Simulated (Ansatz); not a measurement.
# Al6N6: geometry relaxation (part 2 of 2)

The same run, continued: Al6N6; RKS PBE-D4/def2-SVP (Ansatz 0.2.0). The geometry: GFN2-xTB start.

Trajectory as extended XYZ, continued
```
12
Properties=species:S:1:pos:R:3:forces:R:3 step=2 energy=-48471.93948
Al   -1.5519   -0.3623   -2.0483   -0.1723   0.1934  -0.5366
Al    1.5119    0.2280    0.2593   -0.1120   0.1781  -0.4773
Al   -0.9403    1.3106    0.2911   -0.0167   0.0402   0.1317
Al   -0.2059    0.6292    2.7265   -0.5032   0.6724   0.0233
Al    0.5214    1.1786   -2.2566   -0.2036   0.1563  -0.5289
Al   -0.6082   -1.3471    0.4718   -0.1965   0.1139  -0.4793
N     0.6848    1.7336   -0.5030    0.5495   0.2968   0.2726
N    -1.9019   -0.1863   -0.2431   -0.4044  -0.4011   0.3661
N     1.2986   -0.2065    2.0254    0.9379  -0.0766   0.3336
N     0.0910   -1.1138    2.1485   -0.1305  -0.9030   0.4801
N     0.3221   -0.7086   -2.0709    0.2487  -0.3159   0.1120
N     0.7785   -1.1555   -0.8008    0.0032   0.0453   0.3028
12
Properties=species:S:1:pos:R:3:forces:R:3 step=3 energy=-48472.08561
Al   -1.5735   -0.3195   -2.0900    0.0343  -0.0360   0.0979
Al    1.5218    0.2437    0.2783   -0.1327   0.1131  -0.1507
Al   -0.9286    1.2910    0.2428    0.1108  -0.1596  -0.0563
Al   -0.2243    0.6400    2.6678   -0.0012  -0.0194  -0.1844
Al    0.4816    1.2055   -2.2975    0.0367  -0.0407   0.1045
Al   -0.6216   -1.3498    0.4941   -0.0899   0.1479  -0.1610
N     0.7340    1.7537   -0.5171    0.0395   0.1371   0.0083
N    -1.9350   -0.2265   -0.2469   -0.1426   0.0069   0.0278
N     1.3440   -0.2369    2.0696    0.0884  -0.0227   0.1397
N     0.1150   -1.1656    2.1974    0.0203  -0.0873   0.1621
N     0.3207   -0.7045   -2.0432    0.2011  -0.1785   0.6421
N     0.7659   -1.1313   -0.7553   -0.1646   0.1391  -0.6301
12
Properties=species:S:1:pos:R:3:forces:R:3 step=4 energy=-48472.08606
Al   -1.6013   -0.3610   -2.0782    0.1040   0.2691   0.0091
Al    1.5303    0.2776    0.2861   -0.1155  -0.0265   0.0925
Al   -0.9210    1.2701    0.1825   -0.0152   0.0171  -0.0187
Al   -0.2167    0.6279    2.5677   -0.0482   0.0754   0.2199
Al    0.5275    1.2208   -2.2916   -0.2948  -0.0151   0.0524
Al   -0.6496   -1.3437    0.5058    0.0339   0.0916   0.0959
N     0.7554    1.7986   -0.5145    0.1605  -0.1224  -0.0781
N    -1.9832   -0.2365   -0.2383    0.0741  -0.1815  -0.0652
N     1.3693   -0.2778    2.0720   -0.0788  -0.0728   0.0891
N     0.1331   -1.2009    2.2088    0.1294   0.0833  -0.0245
N     0.3017   -0.6693   -1.9754    0.2873  -0.3625   0.0584
N     0.7545   -1.1059   -0.7249   -0.2366   0.2442  -0.4310
12
Properties=species:S:1:pos:R:3:forces:R:3 step=5 energy=-48472.11952
Al   -1.5807   -0.3222   -2.0871   -0.0392   0.0060   0.0539
Al    1.5175    0.2629    0.2875    0.0130   0.0397   0.0825
Al   -0.9186    1.2718    0.2006    0.0117  -0.0157   0.0085
Al   -0.2241    0.6343    2.6090    0.0183  -0.0275   0.0024
Al    0.4835    1.2115   -2.2939    0.0183   0.0436   0.0477
Al   -0.6362   -1.3373    0.5040   -0.0420   0.0016   0.0871
N     0.7575    1.7821   -0.5205   -0.0405  -0.0445  -0.0746
N    -1.9688   -0.2401   -0.2455    0.0428   0.0124  -0.0825
N     1.3644   -0.2624    2.0860   -0.0381  -0.0228  -0.0323
N     0.1327   -1.1912    2.2155    0.0321   0.0428  -0.0502
N     0.3183   -0.6965   -2.0086    0.1232  -0.1246   0.2769
N     0.7544   -1.1128   -0.7470   -0.0996   0.0890  -0.3194
12
Properties=species:S:1:pos:R:3:forces:R:3 step=6 energy=-48472.12084
Al   -1.5761   -0.3265   -2.1046   -0.0691   0.0274   0.0683
Al    1.5119    0.2844    0.2990    0.0000   0.0021   0.0802
Al   -0.9206    1.2700    0.2122    0.0213  -0.0467  -0.1212
Al   -0.2115    0.6280    2.6137   -0.0167   0.0268   0.0229
Al    0.4882    1.2057   -2.3097   -0.0004   0.0787   0.0639
Al   -0.6574   -1.3272    0.5145    0.0082   0.0127   0.0751
N     0.7412    1.7846   -0.5384    0.0199   0.0259   0.0110
N    -1.9728   -0.2304   -0.2687   -0.0319  -0.0095   0.0134
N     1.3705   -0.2934    2.0928    0.1107   0.0869  -0.0763
N     0.1597   -1.1965    2.2144   -0.1226  -0.0852  -0.0575
N     0.3287   -0.7064   -1.9864    0.0222  -0.0551  -0.1730
N     0.7382   -1.0925   -0.7387    0.0583  -0.0640   0.0932
12
Properties=species:S:1:pos:R:3:forces:R:3 step=7 energy=-48472.12474
Al   -1.5875   -0.3208   -2.0932    0.0497  -0.0084   0.0124
Al    1.5181    0.2714    0.2985   -0.0062   0.0200  -0.0041
Al   -0.9158    1.2603    0.1939   -0.0053   0.0119   0.0167
Al   -0.2165    0.6353    2.6085   -0.0160   0.0240  -0.0015
Al    0.4854    1.2189   -2.2971    0.0009  -0.0437   0.0147
Al   -0.6468   -1.3347    0.5126   -0.0198   0.0028   0.0004
N     0.7575    1.7825   -0.5256   -0.0186  -0.0103  -0.0268
N    -1.9747   -0.2449   -0.2562    0.0142   0.0083  -0.0249
N     1.3704   -0.2741    2.0916    0.0016  -0.0434  -0.0066
N     0.1410   -1.1897    2.2142    0.0376  -0.0140  -0.0144
N     0.3254   -0.7037   -1.9973   -0.0556   0.0642  -0.0500
N     0.7435   -1.1005   -0.7498    0.0174  -0.0115   0.0840
12
Properties=species:S:1:pos:R:3:forces:R:3 step=8 energy=-48472.12459 accepted=F
Al   -1.5818   -0.3238   -2.0947    0.0180  -0.0031   0.0059
Al    1.5076    0.2780    0.3041    0.0748   0.0275  -0.0679
Al   -0.9205    1.2664    0.1986   -0.0062   0.0041  -0.0358
Al   -0.2126    0.6315    2.6024    0.0195  -0.0198   0.0472
Al    0.4881    1.2131   -2.2990   -0.0014  -0.0182   0.0075
Al   -0.6498   -1.3239    0.5170   -0.0569  -0.0699  -0.0557
N     0.7504    1.7845   -0.5304   -0.0255   0.0197   0.0006
N    -1.9755   -0.2393   -0.2612   -0.0109   0.0292  -0.0017
N     1.3759   -0.2847    2.0891   -0.0090   0.0082   0.0645
N     0.1481   -1.1969    2.2103    0.0029   0.0181   0.0649
N     0.3281   -0.7070   -1.9947   -0.0030   0.0083   0.0281
N     0.7421   -1.0979   -0.7413   -0.0023  -0.0041  -0.0576
12
Properties=species:S:1:pos:R:3:forces:R:3 step=9 energy=-48472.12568
Al   -1.5833   -0.3225   -2.0944    0.0120  -0.0010   0.0075
Al    1.5149    0.2766    0.2998   -0.0015  -0.0003   0.0023
Al   -0.9179    1.2637    0.1960    0.0009  -0.0019   0.0010
Al   -0.2145    0.6326    2.6086   -0.0041   0.0057   0.0023
Al    0.4875    1.2146   -2.2996   -0.0027  -0.0117   0.0096
Al   -0.6509   -1.3321    0.5142    0.0033   0.0042   0.0016
N     0.7526    1.7846   -0.5298   -0.0039  -0.0018  -0.0060
N    -1.9753   -0.2407   -0.2594   -0.0004   0.0026  -0.0095
N     1.3724   -0.2804    2.0912    0.0012  -0.0080  -0.0064
N     0.1463   -1.1937    2.2132    0.0052  -0.0012  -0.0078
N     0.3261   -0.7043   -1.9951   -0.0108   0.0129  -0.0164
N     0.7423   -1.0985   -0.7447    0.0007   0.0004   0.0218
```

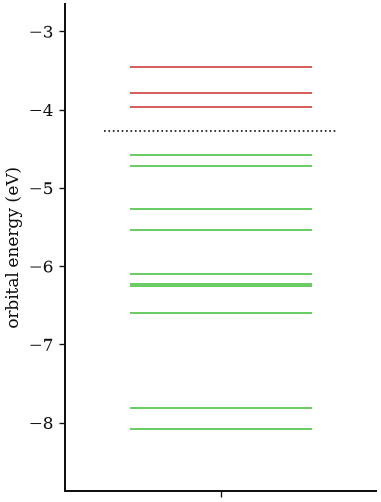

Figure 1. Orbital energies near the frontier; the dotted line parts filled from empty levels, and levels within 0.02 eV of each other stand side by side. Highest filled −4.58 eV, lowest empty −3.97 eV, 0.61 eV apart.

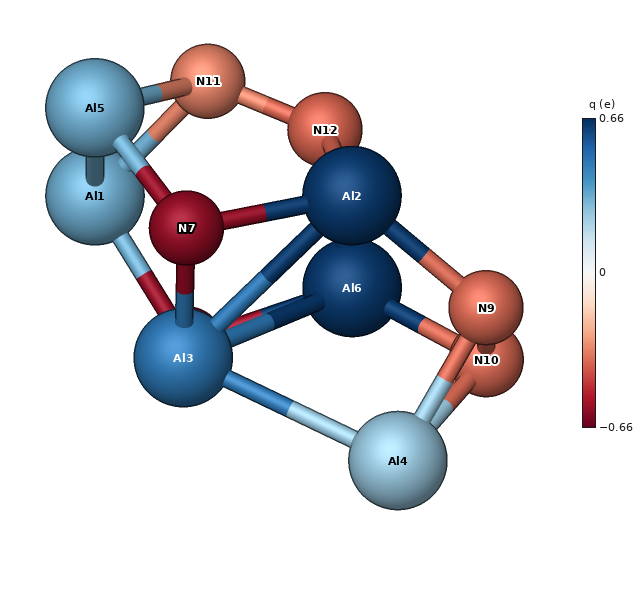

Figure 2. Mulliken charges, as the colour of each atom (ball-and-stick view, seen at an oblique angle; atoms are numbered from 1 in the order of the input; Mulliken charges depend strongly on the basis). By element: Al +0.24 to +0.63 and N −0.57 to −0.33 e.

This output came from the following input.

Input
```yaml
crystal:
  periodic: [false, false, false]
  atoms:
    - {symbol: Al, position_ang: [-1.521170, -0.403200, -1.980240]}
    - {symbol: Al, position_ang: [1.487670, 0.226160, 0.220750]}
    - {symbol: Al, position_ang: [-0.944780, 1.319010, 0.323190]}
    - {symbol: Al, position_ang: [-0.197250, 0.620670, 2.723770]}
    - {symbol: Al, position_ang: [0.560520, 1.144260, -2.188240]}
    - {symbol: Al, position_ang: [-0.605440, -1.327750, 0.429940]}
    - {symbol: N, position_ang: [0.648750, 1.755550, -0.474580]}
    - {symbol: N, position_ang: [-1.910240, -0.144070, -0.219130]}
    - {symbol: N, position_ang: [1.267540, -0.189560, 1.971000]}
    - {symbol: N, position_ang: [0.076080, -1.082270, 2.091030]}
    - {symbol: N, position_ang: [0.337930, -0.729280, -2.067080]}
    - {symbol: N, position_ang: [0.800410, -1.189530, -0.830420]}
basis:
  gaussian: {orbitals: def2-SVP}
hamiltonian: {xc: pbe, dispersion: d4}
scf: {lower_state_search: "off"}
output: {orbitals: {seedname: orbitals}}
relax: {f_tol: 0.03, max_steps: 70}
```

Run as:
```bash
ansatz run in.yaml --threads 4 --pin off --events-out ev --progress --plain --max-ram 6963MiB
```

Summary

| quantity | value |
| --- | --- |
| outcome | converged |
| total energy | −48472.1257 eV |
| mean-field energy | −48471.2474 eV |
| dispersion energy | −0.8784 eV |
| HOMO | −4.58 eV |
| LUMO | −3.97 eV |
| largest force (length of the vector) at the end | 0.024 eV/Å |
| dipole moment | 1.55 D |
| hardware | 4 threads of Arm Neoverse V2, 23 GiB of memory available, shared host |
| wall time | 33 s (CPU time 2.1 min) |
| peak memory | 0.36 GiB |
